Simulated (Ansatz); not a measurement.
# Cl₂In···HCl (doublet): what the fields show

The calculation's input:

```
crystal:
  periodic: [false, false, false]
  atoms:
    - { symbol: In, position_ang: [0.0, 0.0, 0.0] }
    - { symbol: Cl, position_ang: [0.0, 0.0, 2.69] }
    - { symbol: Cl, position_ang: [2.113, 0.0, -1.22] }
    - { symbol: Cl, position_ang: [-2.113, 0.0, -1.22] }
    - { symbol: H, position_ang: [0.0, 0.0, 4.36] }
magnetization:
  spin_polarized: true
  initial_magnetization: 1
basis:
  gaussian: { orbitals: def2-SVP }
hamiltonian:
  xc: b3lyp
  dispersion: d4
relax:
  f_tol: 0.15
  max_steps: 25
  restrain:
    - { distance: [1, 4], at: 1.37, k: 30.0 }
    - { distance: [0, 1], at: 3.64, k: 30.0 }
output:
  orbitals: {}
```

Command:

```sh
ansatz run input.yaml --threads 2 --pin off --max-ram 3072MiB --backend cpu --events-out ev --progress --plain --runs-dir out
```

The fields are those of the run's last geometry, not of the input's.

Core potentials replace the inner electrons of In; not at a stationary point (largest force 1.1 eV/Å).

All numbers below come from Ansatz 0.2.0, UKS B3LYP-D4/def2-SVP.

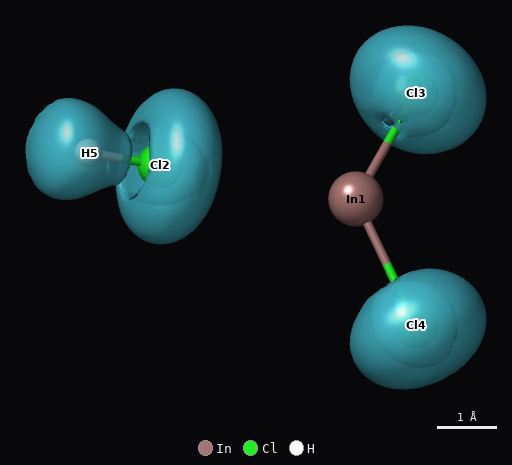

Figure 1. Isosurface of the electron localisation function at 0.8 (cyan), seen at a tilt. Core shells and regions of very low density are left out.

### What do the ELF domains correspond to?

At this value the surface marks out one region around a hydrogen nucleus and three regions wrapped around Cl (the valence shell of each). Along the contacts the grid gives the following. In1···Cl2 (3.64 Å): the ELF dips to about 0.05 between them. In–Cl (2.43 Å): the ELF peaks at about 0.80 in the valence shell of Cl, 0.8 Å from its nucleus, and drops to about 0.15 between the two atoms.

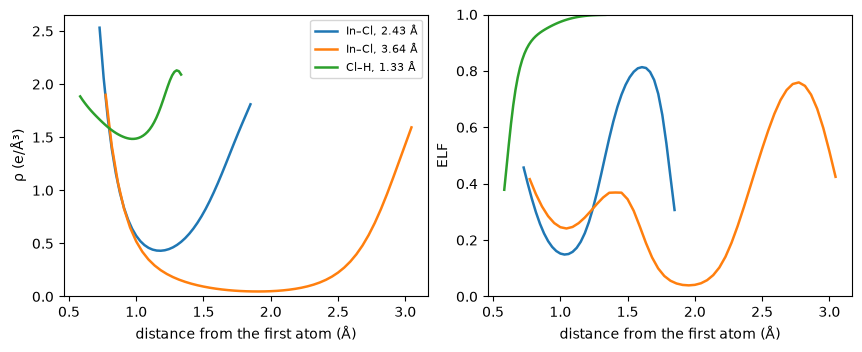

Figure 2. Electron density and ELF along straight lines between neighbouring atoms. The curves leave out the atomic cores.

### What can be read from the curves?

In–Cl (2.43 Å): ρ at the midpoint is about 0.44 e/Å³; the ELF peaks at about 0.80 in the valence shell of Cl, 0.8 Å from its nucleus, and drops to about 0.15 between the two atoms.
In1···Cl2 (3.64 Å): the density falls to about 0.05 e/Å³ on the way; the ELF dips to about 0.05 between them.
Cl–H (1.33 Å): the density is about 1.7 e/Å³ at the midpoint; the ELF climbs to about 1 towards the hydrogen, as it does in any bond to H: an ordinary covalent bond to hydrogen.

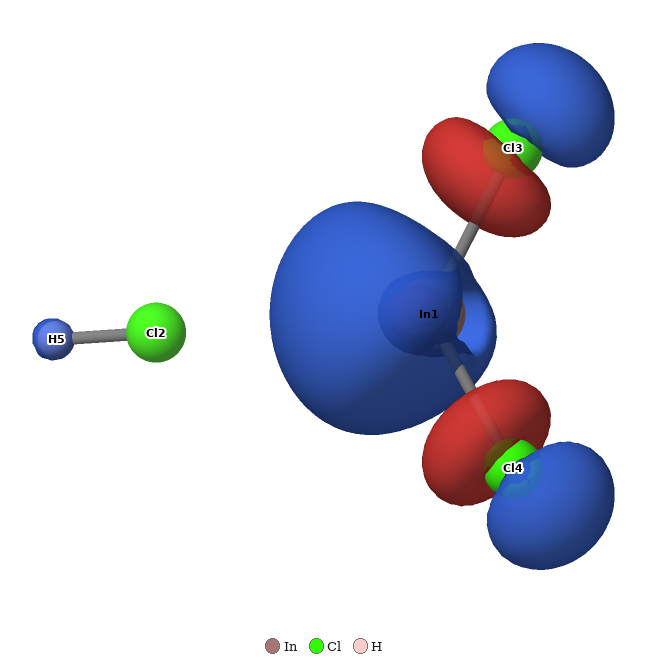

Figure 3. One frontier orbital at ±0.1 Å⁻³ᐟ² (blue and red are the two phases), seen at a tilt.

### Which orbital is it: HOMO (β) or LUMO (β)?

The LUMO (β), at −4.59 eV. By Hirshfeld shares it lies mainly on In1 (about 55 %), Cl3 (about 20 %) and Cl4 (about 20 %); it is symmetric in the molecular plane (an in-plane orbital: σ, lone-pair or in-plane π type).
